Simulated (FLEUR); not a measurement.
Band structure of SrAlSi (P-6m2, 3 atoms in the cell).

```
CELL_PARAMETERS angstrom
      4.24978     0.00000     0.00000
     -2.12489     3.68042     0.00000
      0.00000     0.00000     4.77950
ATOMIC_POSITIONS crystal
  Sr 0.00000 0.00000 0.00000
  Al 0.66667 0.33333 0.50000
  Si 0.33333 0.66667 0.50000
```

Method of the run: FLEUR with PBEsol, all-electron FLAPW (FLEUR), scalar-relativistic valence.

Settings: Kmax = 3.8 1/bohr; GmaxXC = 15.2 1/bohr; xcFunctional = PBEs; jspins = 1; l_soc = F; mode = hist; fermiSmearingEnergy = 0.00367493 Htr; mesh (inpgen div1-3) = 6 6 5; inpgen gamma flag = true; Gmax = 15.2 1/bohr; numbands = 0; maxIterBroyd = 99; imix = Anderson; alpha = 0.05.

The starting cell comes from a database of computed structures (which also holds hypothetical and non-ambient phases and stackings), without a prior relaxation at this level. Values depend on the basis (sphere radii, cutoffs, local orbitals), which need not be converged.

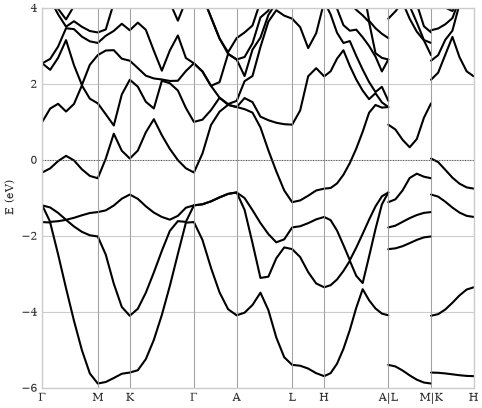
*Bands along the path, energies from the Fermi level.*

Levels in eV from the Fermi level, bands 6 to 13:
```csv
point,6,7,8,9,10,11,12,13
Γ,-1.64,-1.21,-1.21,-0.34,0.99,2.53,2.53,4.31
M,-5.89,-2.02,-1.38,-0.49,1.48,2.75,3.07,3.35
K,-5.61,-4.11,-0.92,0.03,2.10,2.60,3.40,5.08
A,-4.10,-0.87,-0.87,1.38,1.38,1.54,2.63,2.63
L,-5.40,-2.36,-1.79,-1.12,0.92,3.71,5.00,5.12
H,-5.70,-3.36,-1.51,-0.76,2.19,4.16,4.65,5.05
```
